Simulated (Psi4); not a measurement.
# M06-2X/cc-pVQZ-DK (sfX2C, density fitting, sweep point 3) run of AlH3F− (SMILES [H][Al-]([H])([H])[F])

Aim: the energy change on altering one bond length of AlH3F− at M06-2X/cc-pVQZ-DK (sfX2C, density fitting, sweep point 3), from 2 runs. 

The results are computed with Psi4 1.11.

## (1) The system as given

The species is AlH3F− (5 atoms), meant as a singlet with charge -1. SMILES: `[H][Al-]([H])([H])[F]`. The shape comes from GFN2-xTB, which is rough for such elements, and wasn't checked as a minimum.

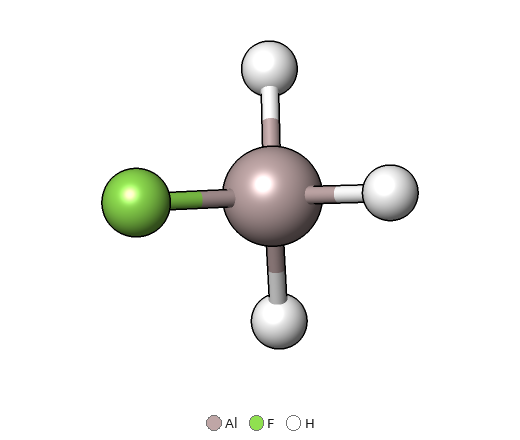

The structure, seen from a chosen angle (aluminium light grey, fluorine green, hydrogen white).

## (2) A single-point energy at M06-2X/cc-pVQZ-DK (sfX2C, density fitting, sweep point 3)

alfh3.dat reads:

```
memory 1.6 GB

molecule mol {
  -1 1
  Al    -0.000570     0.000210    -0.037540
  F      0.011440    -0.019350     1.657940
  H      1.529880     0.011490    -0.550320
  H     -0.774560     1.332620    -0.519830
  H     -0.766190    -1.324970    -0.550240
  symmetry c1
}

set {
  basis cc-pVQZ-DK
  puream true
  scf_type df
  dft_radial_points 99
  dft_spherical_points 590
  relativistic x2c
}

result, w = energy("m06-2x", return_wfn=True)
```

Started as:

```bash
$ psi4 -n 1 alfh3.dat alfh3.out
```

alfh3.out:

```text
[...]
  Running in c1 symmetry.
[...]
  Nuclear repulsion =   55.225952683022818
[...]
  Multiplicity = 1
[...]
  Nalpha       = 13
  Nbeta        = 13
[...]
    Number of basis functions: 204
[...]
    WARNING: The X2C and Dirac Hamiltonians have substatially different eigenvalues!
             This is probably caused by the recontraction of the basis set.
[...]
   @DF-RKS iter   1:  -344.61363581096322   -7.24625e-01   2.46181e-03 ADIIS/DIIS
[...]
   @DF-RKS iter   7:  -344.71800392113983   -3.08556e-08   2.12617e-07 DIIS
[...]
    Orbital Energies [Eh]
    ---------------------
    Doubly Occupied:
       1A    -56.720416     2A    -24.991501     3A     -4.148642
       4A     -2.634567     5A     -2.633748     6A     -2.633745
       7A     -1.057149     8A     -0.332009     9A     -0.277579
      10A     -0.277575    11A     -0.224679    12A     -0.124982
      13A     -0.124873
[...]
  @DF-RKS Final Energy:  -344.71800392113983
   => Energetics <=
    Nuclear Repulsion Energy =             55.2259526830228182
    One-Electron Energy =                -595.6056726299792672
    Two-Electron Energy =                 210.2157994436143440
    DFT Exchange-Correlation Energy =     -14.5540834177976990
    Empirical Dispersion Energy =           0.0000000000000000
    VV10 Nonlocal Energy =                  0.0000000000000000
    Total Energy =                       -344.7180039211398253
[...]
 Multipole Moments:
 ------------------------------------------------------------------------------------
     Multipole            Electronic (a.u.)      Nuclear  (a.u.)        Total (a.u.)
 ------------------------------------------------------------------------------------
 L = 1.  Multiply by 2.5417464519 to convert [e a0] to [Debye]
 Dipole X            :          0.0287008           -0.0241240            0.0045768
 Dipole Y            :         -0.0530082            0.0425868           -0.0104214
 Dipole Z            :          4.4103120           -3.6026917            0.8076202
 Magnitude           :                                                    0.8077004
[...]
```

It took 24 s on 1 thread of Intel Xeon 6975P-C (Granite Rapids), shared host; peak memory 1.5 GiB.

## (3) The distorted shape

job.dat reads:

```
memory 1.6 GB

molecule {
  -1 1
  Al     0.154210    -0.266241     0.058907
  F      0.166220    -0.285801     1.754387
  H      1.684660    -0.254961    -0.453873
  H     -0.774560     1.332620    -0.519830
  H     -0.611410    -1.591421    -0.453793
  symmetry c1
}

set {
  basis cc-pVQZ-DK
  reference rks
  puream true
  scf_type df
  dft_radial_points 99
  dft_spherical_points 590
  relativistic x2c
}

e, wfn = energy("m06-2x", return_wfn=True)
```

Started as:

```bash
$ psi4 -i job.dat -o job.out -n 1
```

job.out:

```text
[...]
  Running in c1 symmetry.
[...]
  Nuclear repulsion =   54.319494369335068
[...]
  Multiplicity = 1
[...]
  Nalpha       = 13
  Nbeta        = 13
[...]
    Number of basis functions: 204
[...]
    WARNING: The X2C and Dirac Hamiltonians have substatially different eigenvalues!
             This is probably caused by the recontraction of the basis set.
[...]
   @DF-RKS iter   1:  -344.60592897485168   -7.65651e-01   2.42258e-03 ADIIS/DIIS
[...]
   @DF-RKS iter   7:  -344.70605748651104   -4.40381e-08   2.53679e-07 DIIS
[...]
    Orbital Energies [Eh]
    ---------------------
    Doubly Occupied:
       1A    -56.749782     2A    -25.002093     3A     -4.173110
       4A     -2.659040     5A     -2.658373     6A     -2.658153
       7A     -1.067186     8A     -0.340118     9A     -0.287290
      10A     -0.286386    11A     -0.224464    12A     -0.135308
      13A     -0.111339
[...]
  @DF-RKS Final Energy:  -344.70605748651104
   => Energetics <=
    Nuclear Repulsion Energy =             54.3194943693350680
    One-Electron Energy =                -593.4485078692065372
    Two-Electron Energy =                 208.9511435437976274
    DFT Exchange-Correlation Energy =     -14.5281875304371972
    Empirical Dispersion Energy =           0.0000000000000000
    VV10 Nonlocal Energy =                  0.0000000000000000
    Total Energy =                       -344.7060574865110425
[...]
 Multipole Moments:
 ------------------------------------------------------------------------------------
     Multipole            Electronic (a.u.)      Nuclear  (a.u.)        Total (a.u.)
 ------------------------------------------------------------------------------------
 L = 1.  Multiply by 2.5417464519 to convert [e a0] to [Debye]
 Dipole X            :          0.3907030           -0.1662280            0.2244750
 Dipole Y            :         -0.6759498            0.2872164           -0.3887334
 Dipole Z            :          4.6093588           -3.6912401            0.9181188
 Magnitude           :                                                    1.0219808
[...]
```

Wall time 23 s (1 thread of Intel Xeon 6975P-C (Granite Rapids), shared host); peak memory 1.4 GiB.

## (4) Outcome

Level: M06-2X/cc-pVQZ-DK (sfX2C, density fitting, sweep point 3).

```
                                                              quantity          value
                                             first shape: total energy  -344.71800 Eh
                                              first shape: HOMO energy       -3.40 eV
                                              first shape: LUMO energy        5.00 eV
    first shape: HOMO–LUMO gap (to an unbound level, set by the basis)        8.40 eV
                                         distorted shape: total energy  -344.70606 Eh
                                          distorted shape: HOMO energy       -3.03 eV
                                          distorted shape: LUMO energy        4.93 eV
distorted shape: HOMO–LUMO gap (to an unbound level, set by the basis)        7.96 eV
    energy change with the Al1–H4 bond stretched from 1.615 to 1.938 Å       0.325 eV
```

With the Al1–H4 bond stretched from 1.615 to 1.938 Å the energy rises by 0.33 eV (31.4 kJ/mol). The first shape isn't relaxed at this level, so the change isn't measured from a minimum.
